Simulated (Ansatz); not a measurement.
# F$_{3}$Si (charge −1): what the fields show

Input file:

```
crystal:
  periodic: [false, false, false]
  atoms:
    - {symbol: Si, position_ang: [-0.004839, 0.004742, 0.636067]}
    - {symbol: F, position_ang: [1.468754, -0.031095, -0.200571]}
    - {symbol: F, position_ang: [-0.706395, 1.283682, -0.226960]}
    - {symbol: F, position_ang: [-0.757520, -1.257329, -0.208546]}
basis:
  gaussian: {orbitals: def2-TZVPD, initial_orbitals: start.molden}
total_charge: -1
hamiltonian: {xc: pbe0, dispersion: d4}
scf: {omitted_lower_state_checks: [starts]}
output: {orbitals: {seedname: orbitals}}
```

Command:

```sh
ansatz run in.yaml --threads 4 --pin off --events-out ev --progress --plain --max-ram 3916MiB
```

Geometry: PBE-D4/def2-TZVPD.

These are results of RKS PBE0-D4/def2-TZVPD in Ansatz 0.2.0, not measurements.

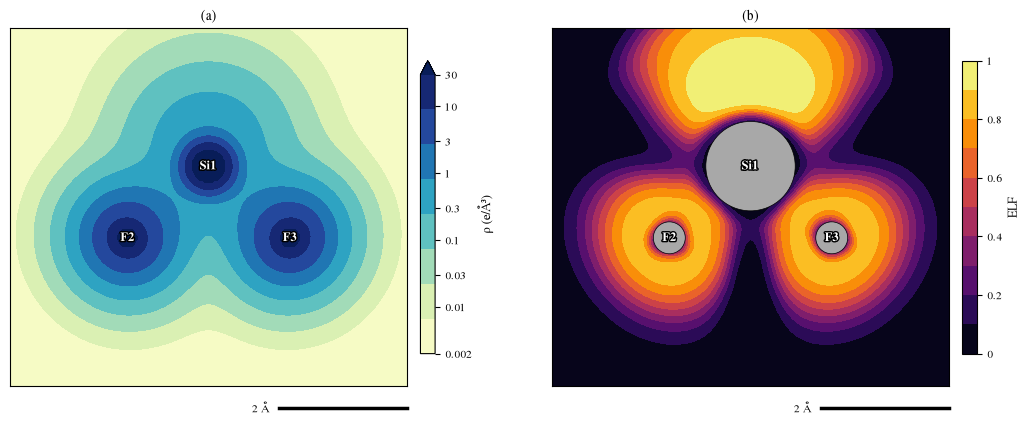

Figure 1. (a) total electron density; (b) ELF on the plane of atoms F2, Si1 and F3. Grey discs cover the atomic cores in the ELF map.

Question: What do the fields say about this system?

Answer:
- The plane passes through Si and F nuclei.
- Si–F (1.69 Å): ρ is about 0.94 e/Å³ halfway; the ELF peaks at about 0.85 in the valence shell of F, 0.6 Å from its nucleus, and is about 0.55 at the midpoint.
- The ELF also peaks beside F2, F3 and Si1, away from the bonds: lone-pair regions.

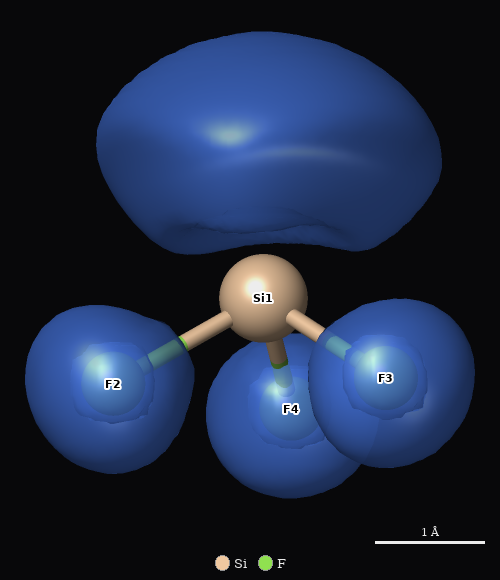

Figure 2. Isosurface of the ELF at 0.75 (blue), seen from one side. Only the valence region is drawn (cores and ρ < 0.01 e/Å³ removed).

Question: Describe the localisation domains.

Answer: The ELF exceeds this value in one lobe on Si, pointing away from the bonds (lone pairs) and three regions wrapped around F (its lone pairs, merged into a ring or cap).

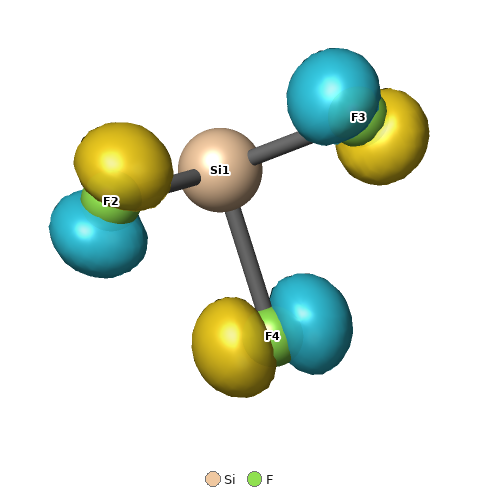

Figure 3. The HOMO−1 at ±0.3 Å⁻³ᐟ² (yellow and cyan are the two phases), seen at a tilt.

Question: Where does this orbital lie, and at what energy?

Answer: By Hirshfeld shares it lies mainly on F2 (about 30 %), F3 (about 30 %) and F4 (about 30 %); largely a combination of lone pairs on F2, F3 and F4. Its energy is −5.41 eV.
